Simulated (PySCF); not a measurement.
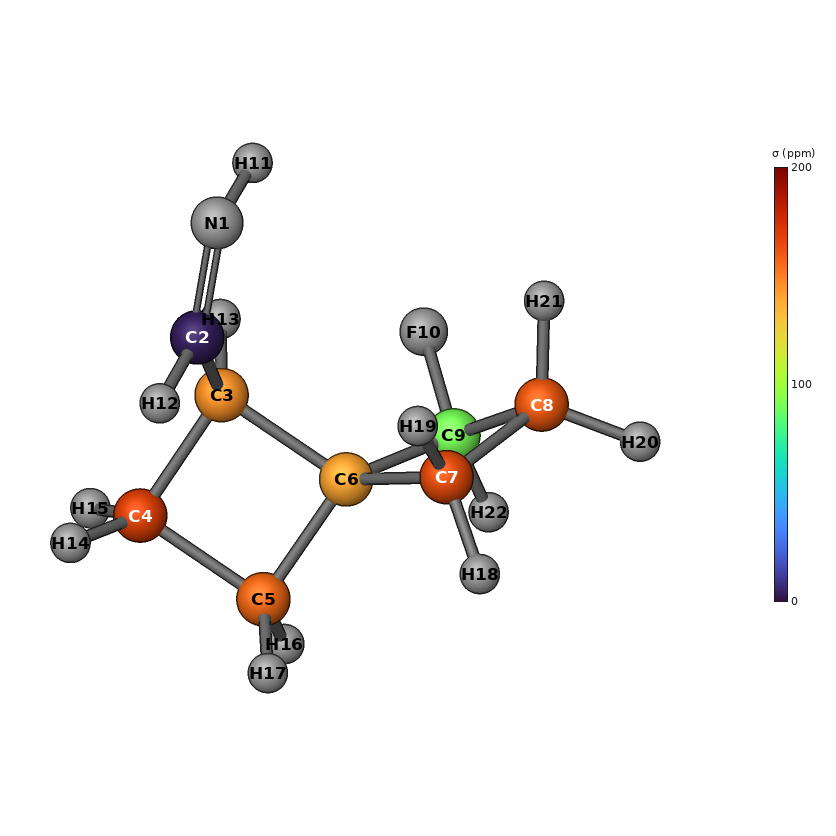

Atoms are coloured by their isotropic NMR shieldings (C only, the others grey). Computed geometry: GFN2-xTB optimisation. No frequency run is at hand to confirm it as a minimum. Level of theory: GIAO PBE0/pcSseg-1 NMR shielding, non-relativistic, gas phase (PySCF 2.14.0).

Which C atom is the most shielded (lowest chemical shift)?

C4 (167.9 ppm).

Which C atom is the least shielded (highest chemical shift)?

C2 (4.0 ppm).

How wide is the range of C shifts?

163.9 ppm.

List the isotropic NMR shieldings of the C atoms.

```tsv
atom	σ (ppm)
C2	4.0
C3	144.5
C4	167.9
C5	154.9
C6	139.5
C7	163.9
C8	159.9
C9	90.3
```
